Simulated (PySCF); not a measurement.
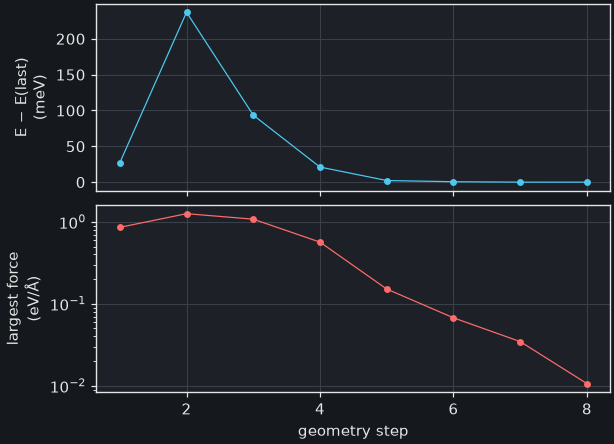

History of a geometry optimisation.

C3H2FS2 (SMILES Fc1cs[cH+]s1) (charge +1); PySCF, PBE0-D3(BJ)/def2-SVP, geometry optimisation.

**How did the optimisation end?**

The optimisation met its thresholds at geometry 8, counting the start as the first. The energy fell by about 27 meV from the first step to the last, with a rise at step 2. The largest force goes from about 0.86 eV/Å at the start to 0.011 eV/Å at the end.
